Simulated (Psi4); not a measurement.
## SiH₂: excited-state calculation (part 2 of 2)

SiH₂, SMILES [SiH2]; EOM-CC3/2ZaPa-NR, RHF (Psi4 1.11). The run did not end well. The geometry comes from this level: PBE0-D4/def2-TZVP.

Geometry of the input (Å):
```
Si -0.4912  0.4686  -0.2136
H  0.8403  0.5786  0.5225
H  -0.3491  -1.0472  -0.3089
```

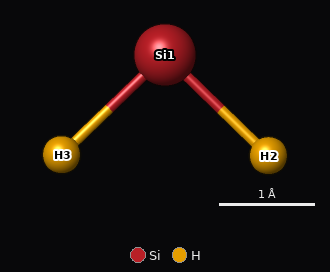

The input geometry (ball-and-stick view, seen at a tilt; atoms are numbered from 1 in the order of the input).

What the program printed, continued
```
	CCEOM parameters:
	-----------------
	States sought per irrep     = A 3,
	Max. number of iterations   =    80
	Vectors stored per root     =    12
	Print HbarSS iterations?    =     0
	Excitation range for HBarSS =     2
	Eigenvalue tolerance        = 1.0e-06
	Eigenvalue toleranceSS      = 1.0e-06
	Residual vector tolerance   = 1.0e-06
	Residual vector toleranceSS = 1.0e-06
	Complex tolerance           = 1.0e-12
	Root for properties         =     3
	Sym of state for properties =      A
	Guess vectors taken from    = SINGLES
	Restart EOM CC3             = NO
	Collapse with last vector   = YES
	Root following for CC3 turned on.

Fae   dot Fae   total   68.1312100245
Fmi   dot Fmi   total    0.8894229510
Fme   dot Fme   total    0.0000126945
WMBIJ dot WMBIJ total    0.0000000000
Wmbij dot Wmbij total    0.0000000000
WMbIj dot WMbIj total    0.0896471964
WmBiJ dot WmBiJ total    0.0000000000
Symmetry of ground state: A
Symmetry of excited state: A
Symmetry of right eigenvector: A
Seeking states with multiplicity of 1
Obtaining initial guess from singles-singles block of Hbar...Done.

Iter=1    L=3     Root    EOM Energy     Delta E   Res. Norm    Conv?
                     1   0.1511674408   1.51e-01    2.41e-01      N
                     2   0.2477714806   2.48e-01    2.69e-01      N
                     3   0.2801523146   2.80e-01    1.89e-01      N
Iter=2    L=6     Root    EOM Energy     Delta E   Res. Norm    Conv?
                     1   0.0969846456  -5.42e-02    5.26e-02      N
                     2   0.1780499839  -6.97e-02    6.87e-02      N
                     3   0.2377918131  -4.24e-02    4.34e-02      N
Iter=3    L=9     Root    EOM Energy     Delta E   Res. Norm    Conv?
                     1   0.0947397952  -2.24e-03    1.42e-02      N
                     2   0.1737275918  -4.32e-03    2.11e-02      N
                     3   0.2357427989  -2.05e-03    1.66e-02      N
Iter=4    L=12    Root    EOM Energy     Delta E   Res. Norm    Conv?
                     1   0.0946471224  -9.27e-05    4.27e-03      N
                     2   0.1734224476  -3.05e-04    6.62e-03      N
                     3   0.2353475456  -3.95e-04    1.14e-02      N
Iter=5    L=15    Root    EOM Energy     Delta E   Res. Norm    Conv?
                     1   0.0946422960  -4.83e-06    1.43e-03      N
                     2   0.1733722672  -5.02e-05    2.16e-03      N
                     3   0.2351617587  -1.86e-04    7.05e-03      N
Iter=6    L=18    Root    EOM Energy     Delta E   Res. Norm    Conv?
                     1   0.0946370122  -5.28e-06    4.83e-04      N
                     2   0.1733577823  -1.45e-05    8.55e-04      N
                     3   0.2350788872  -8.29e-05    4.03e-03      N
Iter=7    L=21    Root    EOM Energy     Delta E   Res. Norm    Conv?
                     1   0.0946366397  -3.73e-07    1.77e-04      N
                     2   0.1733536579  -4.12e-06    4.40e-04      N
                     3   0.2350379646  -4.09e-05    3.95e-03      N
Iter=8    L=24    Root    EOM Energy     Delta E   Res. Norm    Conv?
                     1   0.0946368643   2.25e-07    6.29e-05      N
                     2   0.1733525900  -1.07e-06    1.65e-04      N
                     3   0.2350063110  -3.17e-05    4.59e-03      N
Iter=9    L=27    Root    EOM Energy     Delta E   Res. Norm    Conv?
                     1   0.0946368294  -3.49e-08    1.94e-05      N
                     2   0.1733523360  -2.54e-07    7.15e-05      N
                     3   0.2349446174  -6.17e-05    5.76e-03      N
Iter=10   L=30    Root    EOM Energy     Delta E   Res. Norm    Conv?
                     1   0.0946367614  -6.80e-08    5.87e-06      N
                     2   0.1733523445   8.53e-09    2.52e-05      N
                     3   0.2348888181  -5.58e-05    3.95e-03      N
Iter=11   L=33    Root    EOM Energy     Delta E   Res. Norm    Conv?
                     1   0.0946367414  -2.00e-08    1.86e-06      N
                     2   0.1733523710   2.65e-08    9.14e-06      N
                     3   0.2348761819  -1.26e-05    2.01e-03      N
Iter=12   L=36    Root    EOM Energy     Delta E   Res. Norm    Conv?
                     1   0.0946367376  -3.87e-09    4.91e-07      Y
                     2   0.1733523852   1.42e-08    2.86e-06      N
                     3   0.2348762473   6.54e-08    9.54e-04      N
Iter=13   L=6     Root    EOM Energy     Delta E   Res. Norm    Conv?
                     1   0.0946367376  -1.28e-14    4.91e-07      Y
                     2   0.1733523852   8.41e-15    2.86e-06      N
                     3   0.2348762473   1.11e-16    9.54e-04      N
Iter=14   L=8     Root    EOM Energy     Delta E   Res. Norm    Conv?
                     1   0.0946367376   2.36e-16    4.91e-07      Y
                     2   0.1733523875   2.27e-09    9.53e-07      Y
                     3   0.2348757775  -4.70e-07    5.86e-04      N
Iter=15   L=9     Root    EOM Energy     Delta E   Res. Norm    Conv?
                     1   0.0946367376  -1.94e-16    4.91e-07      Y
                     2   0.1733523875   1.11e-16    9.53e-07      Y
                     3   0.2348760522   2.75e-07    3.75e-04      N
Iter=16   L=10    Root    EOM Energy     Delta E   Res. Norm    Conv?
                     1   0.0946367376  -4.16e-17    4.91e-07      Y
                     2   0.1733523875   2.78e-17    9.53e-07      Y
                     3   0.2348763267   2.74e-07    1.67e-04      N
Iter=17   L=11    Root    EOM Energy     Delta E   Res. Norm    Conv?
                     1   0.0946367376   0.00e+00    4.91e-07      Y
                     2   0.1733523875  -1.11e-16    9.53e-07      Y
                     3   0.2348762033  -1.23e-07    6.11e-05      N
Iter=18   L=12    Root    EOM Energy     Delta E   Res. Norm    Conv?
                     1   0.0946367376  -3.33e-16    4.91e-07      Y
                     2   0.1733523875   5.55e-17    9.53e-07      Y
                     3   0.2348761012  -1.02e-07    2.32e-05      N
Iter=19   L=13    Root    EOM Energy     Delta E   Res. Norm    Conv?
                     1   0.0946367376  -1.11e-16    4.91e-07      Y
                     2   0.1733523875   0.00e+00    9.53e-07      Y
                     3   0.2348760595  -4.17e-08    9.22e-06      N
Iter=20   L=14    Root    EOM Energy     Delta E   Res. Norm    Conv?
                     1   0.0946367376   3.61e-16    4.91e-07      Y
                     2   0.1733523875  -1.39e-16    9.53e-07      Y
                     3   0.2348760787   1.92e-08    3.80e-06      N
Iter=21   L=15    Root    EOM Energy     Delta E   Res. Norm    Conv?
                     1   0.0946367376   5.55e-17    4.91e-07      Y
                     2   0.1733523875  -1.11e-16    9.53e-07      Y
                     3   0.2348760824   3.78e-09    2.54e-06      N
Iter=22   L=16    Root    EOM Energy     Delta E   Res. Norm    Conv?
                     1   0.0946367376  -9.71e-17    4.91e-07      Y
                     2   0.1733523875   1.67e-16    9.53e-07      Y
                     3   0.2348760776  -4.81e-09    3.03e-06      N
Iter=23   L=17    Root    EOM Energy     Delta E   Res. Norm    Conv?
                     1   0.0946367376  -6.94e-17    4.91e-07      Y
                     2   0.1733523875  -2.78e-17    9.53e-07      Y
                     3   0.2348760666  -1.10e-08    2.95e-06      N
Iter=24   L=18    Root    EOM Energy     Delta E   Res. Norm    Conv?
                     1   0.0946367376   2.78e-17    4.91e-07      Y
                     2   0.1733523875   8.33e-17    9.53e-07      Y
                     3   0.2348760625  -4.05e-09    2.02e-06      N
Iter=25   L=19    Root    EOM Energy     Delta E   Res. Norm    Conv?
                     1   0.0946367376   0.00e+00    4.91e-07      Y
                     2   0.1733523875  -1.94e-16    9.53e-07      Y
                     3   0.2348760624  -8.43e-11    1.12e-06      N
Iter=26   L=20    Root    EOM Energy     Delta E   Res. Norm    Conv?
                     1   0.0946367376   3.89e-16    4.91e-07      Y
                     2   0.1733523875   8.33e-17    9.53e-07      Y
                     3   0.2348760618  -6.12e-10    5.07e-07      Y
Completed EOM_CCSD
Collapsing to only 3 vector(s).
Copying root 3 to CC3_MISC file.
Setting initial CC3 eigenvalue to    0.2348760618
Iter=1    L=3     Root    EOM Energy     Delta E   Res. Norm    Conv?
Overlaps of Rs with EOM CCSD eigenvector:
	 0      0.000000
	 1      0.000000
	 2      0.991711
follow_root returning: 2
                     3   0.2322074232  -2.67e-03    1.22e-02      N
Iter=2    L=4     Root    EOM Energy     Delta E   Res. Norm    Conv?
Overlaps of Rs with EOM CCSD eigenvector:
	 0      0.000000
	 1      0.000000
	 2     -0.990687
	 3     -0.063360
follow_root returning: 2
                     3   0.2318674676  -3.40e-04    6.32e-03      N
Iter=3    L=5     Root    EOM Energy     Delta E   Res. Norm    Conv?
Overlaps of Rs with EOM CCSD eigenvector:
	 0      0.000000
	 1     -0.000000
	 2     -0.986903
	 3      0.121331
	 4     -0.053735
follow_root returning: 2
                     3   0.2314114908  -4.56e-04    1.58e-02      N
Iter=4    L=6     Root    EOM Energy     Delta E   Res. Norm    Conv?
Overlaps of Rs with EOM CCSD eigenvector:
	 0      0.000000
	 1      0.000000
	 2      0.640357
	 3      0.771847
	 4     -0.059178
	 5     -0.027370
follow_root returning: 3
                     4   0.2355445678   2.36e-01    5.27e-02      N
Iter=5    L=7     Root    EOM Energy     Delta E   Res. Norm    Conv?
Overlaps of Rs with EOM CCSD eigenvector:
	 0      0.000000
	 1     -0.000000
	 2      0.328912
	 3     -0.930336
	 4      0.044214
	 5      0.052056
	 6      0.002858
follow_root returning: 3
                     4   0.2333393487  -2.21e-03    1.24e-02      N
Iter=6    L=8     Root    EOM Energy     Delta E   Res. Norm    Conv?
Overlaps of Rs with EOM CCSD eigenvector:
	 0     -0.000000
	 1     -0.000000
	 2      0.292662
	 3     -0.943207
	 4     -0.026245
	 5     -0.060108
	 6     -0.019059
	 7     -0.010727
follow_root returning: 3
                     4   0.2331397814  -2.00e-04    6.21e-03      N
Iter=7    L=9     Root    EOM Energy     Delta E   Res. Norm    Conv?
Overlaps of Rs with EOM CCSD eigenvector:
	 0      0.000000
	 1     -0.000000
	 2     -0.285598
	 3     -0.946576
	 4      0.014395
	 5      0.052783
	 6     -0.041441
	 7      0.002665
	 8     -0.007146
follow_root returning: 3
                     4   0.2330972630  -4.25e-05    3.53e-03      N
Iter=8    L=10    Root    EOM Energy     Delta E   Res. Norm    Conv?
Overlaps of Rs with EOM CCSD eigenvector:
	 0      0.000000
	 1     -0.000000
	 2     -0.284270
	 3      0.947196
	 4      0.010953
	 5      0.038048
	 6      0.054483
	 7     -0.011323
	 8      0.010316
	 9     -0.003476
follow_root returning: 3
                     4   0.2330874528  -9.81e-06    2.07e-03      N
Collapsing to 4 vector(s).
Change in CC3 energy from last iterated value   -0.0017886091
Iter=9    L=4     Root    EOM Energy     Delta E   Res. Norm    Conv?
Overlaps of Rs with EOM CCSD eigenvector:
	 0      0.000000
	 1      0.000000
	 2      0.284080
	 3      0.947388
follow_root returning: 3
                     4   0.2330882303   7.78e-07    2.07e-03      N
Iter=10   L=5     Root    EOM Energy     Delta E   Res. Norm    Conv?
Overlaps of Rs with EOM CCSD eigenvector:
	 0      0.000000
	 1      0.000000
	 2      0.283225
	 3      0.947479
	 4      0.012641
follow_root returning: 3
                     4   0.2330804046  -7.83e-06    1.05e-03      N
Iter=11   L=6     Root    EOM Energy     Delta E   Res. Norm    Conv?
Overlaps of Rs with EOM CCSD eigenvector:
	 0      0.000000
	 1     -0.000000
	 2      0.282777
	 3     -0.947436
	 4     -0.023422
	 5     -0.000187
follow_root returning: 3
                     4   0.2330744453  -5.96e-06    7.31e-04      N
Iter=12   L=7     Root    EOM Energy     Delta E   Res. Norm    Conv?
Overlaps of Rs with EOM CCSD eigenvector:
	 0      0.000000
	 1      0.000000
	 2      0.282769
	 3     -0.947397
	 4      0.025930
	 5      0.002725
	 6     -0.000143
follow_root returning: 3
                     4   0.2330735095  -9.36e-07    4.04e-04      N
Iter=13   L=8     Root    EOM Energy     Delta E   Res. Norm    Conv?
Overlaps of Rs with EOM CCSD eigenvector:
	 0      0.000000
	 1     -0.000000
	 2     -0.282717
	 3      0.947379
	 4     -0.019640
	 5      0.009026
	 6     -0.000314
	 7      0.000133
follow_root returning: 3
                     4   0.2330748512   1.34e-06    2.39e-04      N
Iter=14   L=9     Root    EOM Energy     Delta E   Res. Norm    Conv?
Overlaps of Rs with EOM CCSD eigenvector:
	 0      0.000000
	 1      0.000000
	 2      0.282698
	 3      0.947361
	 4     -0.018342
	 5     -0.008022
	 6     -0.008936
	 7      0.001300
	 8      0.000399
follow_root returning: 3
                     4   0.2330751192   2.68e-07    1.12e-04      N
Iter=15   L=10    Root    EOM Energy     Delta E   Res. Norm    Conv?
Overlaps of Rs with EOM CCSD eigenvector:
	 0     -0.000000
	 1      0.000000
	 2     -0.282766
	 3      0.947350
	 4     -0.023896
	 5      0.003475
	 6     -0.025659
	 7     -0.004056
	 8     -0.008167
	 9      0.001835
follow_root returning: 3
                     4   0.2330745975  -5.22e-07    3.81e-05      N
Collapsing to 4 vector(s).
Change in CC3 energy from last iterated value   -0.0000128553
Iter=16   L=4     Root    EOM Energy     Delta E   Res. Norm    Conv?
Overlaps of Rs with EOM CCSD eigenvector:
	 0     -0.000000
	 1     -0.000000
	 2      0.282768
	 3      0.947350
follow_root returning: 3
                     4   0.2330746169   1.94e-08    3.81e-05      N
Iter=17   L=5     Root    EOM Energy     Delta E   Res. Norm    Conv?
Overlaps of Rs with EOM CCSD eigenvector:
	 0     -0.000000
	 1      0.000000
	 2      0.282795
	 3      0.947348
	 4     -0.028775
follow_root returning: 3
                     4   0.2330745297  -8.72e-08    1.77e-05      N
Iter=18   L=6     Root    EOM Energy     Delta E   Res. Norm    Conv?
Overlaps of Rs with EOM CCSD eigenvector:
	 0      0.000000
	 1     -0.000000
	 2     -0.282825
	 3     -0.947347
	 4     -0.014896
	 5      0.027785
follow_root returning: 3
                     4   0.2330745020  -2.76e-08    9.20e-06      N
Iter=19   L=7     Root    EOM Energy     Delta E   Res. Norm    Conv?
Overlaps of Rs with EOM CCSD eigenvector:
	 0      0.000000
	 1      0.000000
	 2     -0.282826
	 3     -0.947347
	 4      0.008540
	 5      0.030911
	 6      0.013598
follow_root returning: 3
                     4   0.2330745030   9.09e-10    3.84e-06      N
Iter=20   L=8     Root    EOM Energy     Delta E   Res. Norm    Conv?
Overlaps of Rs with EOM CCSD eigenvector:
	 0      0.000000
	 1      0.000000
	 2      0.282836
	 3      0.947347
	 4      0.010763
	 5     -0.003012
	 6      0.035343
	 7     -0.007189
follow_root returning: 3
                     4   0.2330745008  -2.18e-09    2.15e-06      N
Iter=21   L=9     Root    EOM Energy     Delta E   Res. Norm    Conv?
Overlaps of Rs with EOM CCSD eigenvector:
	 0     -0.000000
	 1     -0.000000
	 2      0.282857
	 3      0.947346
	 4      0.013966
	 5     -0.000456
	 6      0.023303
	 7      0.028189
	 8      0.004556
follow_root returning: 3
                     4   0.2330744990  -1.77e-09    1.11e-06      N
Iter=22   L=10    Root    EOM Energy     Delta E   Res. Norm    Conv?
Overlaps of Rs with EOM CCSD eigenvector:
	 0     -0.000000
	 1     -0.000000
	 2     -0.282815
	 3     -0.947346
	 4      0.014383
	 5     -0.002082
	 6      0.008748
	 7      0.034351
	 8     -0.009481
	 9      0.003511
follow_root returning: 3
                     4   0.2330744995   4.51e-10    7.01e-07      Y
Collapsing to 4 vector(s).
Change in CC3 energy from last iterated value   -0.0000000980
Iter=23   L=4     Root    EOM Energy     Delta E   Res. Norm    Conv?
Overlaps of Rs with EOM CCSD eigenvector:
	 0     -0.000000
	 1      0.000000
	 2      0.282815
	 3     -0.947346
follow_root returning: 3
                     4   0.2330744996   1.48e-10    7.01e-07      Y
Collapsing to only 4 vector(s).
Copying root 4 to start of PSIF_EOM_Cxxx files.
Change in CC3 energy from last iterated value    0.0000000001

Procedure converged for 1 root(s).
EOM CC3 R0 for root 0 =  -0.00993239600

Final Energetic Summary for Converged Roots of Irrep A
                     Excitation Energy              Total Energy
                (eV)     (cm^-1)     (au)             (au)
EOM State 1      6.342    51153.9   0.2330744996  -289.906288232366

Largest components of excited wave function #1:
 RIA (libdpd indices) : (cscf notation)
         2 >   1      :        8a >    10a :    0.6131819155
         2 >   3      :        8a >    12a :    0.1948215499
         2 >   6      :        8a >    15a :    0.1661671719
         2 >   8      :        8a >    17a :    0.1277865168
         1 >   7      :        7a >    16a :    0.0294919843
 RIjAb (libdpd indices)     : (cscf notation)
        2   2 >   0   0     :     8a     8a >     9a     9a :    0.1126424250
        2   2 >   1  10     :     8a     8a >    10a    19a :   -0.0515068728
        2   2 >  10   1     :     8a     8a >    19a    10a :   -0.0515068728
        2   2 >   1   6     :     8a     8a >    10a    15a :    0.0459318987
        2   2 >   6   1     :     8a     8a >    15a    10a :    0.0459318987
```

Standard output
```
free(): invalid next size (fast)
```

Outcome

```tsv
quantity	value
outcome	ended with an error
wall time	5.4 s
peak memory	0.2 GiB
```

The run ended with an error.
